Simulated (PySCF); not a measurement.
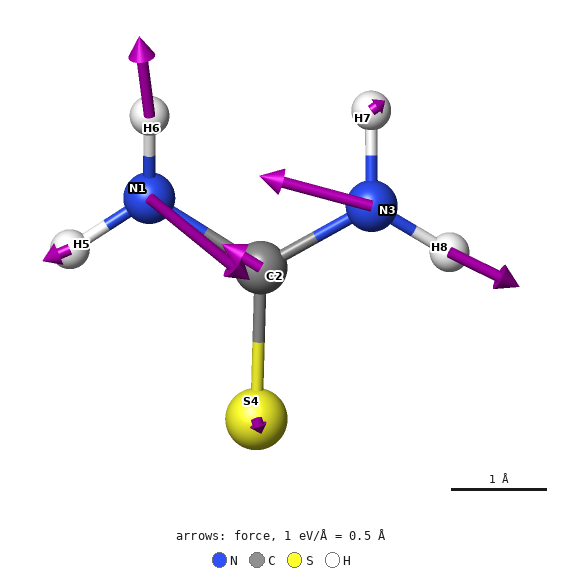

Starting geometry of CH₄N₂S with the computed forces as purple arrows. A ball-and-stick model, seen at a tilt.

The start comes from GFN2-xTB. Its atoms were then displaced at random by about 0.01 Å.

Computed with PBE0-D3(BJ)/def2-SVP geometry optimisation, gas phase in PySCF. 

Is this structure relaxed? If not, where do the atoms go?

It isn't relaxed: the largest force vector, on N1, is 2.86 eV/Å. The final displacements have little in common with the starting forces (cosine between the two patterns 0.19). The energy falls by 0.104 eV in 7 geometry steps. The atom that moves furthest after the best rigid fit is H6 (0.11 Å). By element the largest moves are H 0.11 Å, N 0.10 Å, S 0.03 Å, C 0.02 Å. Some distances before and after: N1–H6 0.975 → 1.010 Å, N1–C2 1.387 → 1.353 Å, C2–S4 1.653 → 1.666 Å, N1–H5 0.997 → 1.009 Å. Bond angles that change, for instance: C2–N3–H7 118.9° → 123.6°, C2–N1–H6 119.9° → 123.5°, C2–N1–H5 114.8° → 117.0°.
